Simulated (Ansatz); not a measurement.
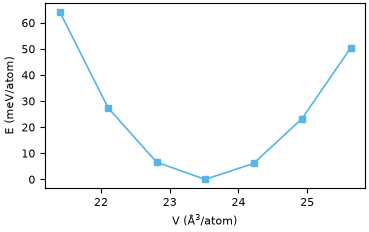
Figure: Zr (hcp (Mg type), space group No. 194) under volume change, plane-wave PAW r²SCAN (Ansatz code), shape and atoms relaxed at each volume.

Problem. What does a third-order Birch–Murnaghan fit give for V₀, B₀ and B′?

Solution. V₀ = 23.51 Å³/atom, B₀ = 95.2 GPa, B′ = 3.1.

Space group P6_3/mmc (hcp (Mg type)). The cell was relaxed with r²SCAN under the symmetry of its start; of distortions, only those at the zone centre were tested. No spin polarisation was allowed.

Potentials: the later of the program's two PAW sets.
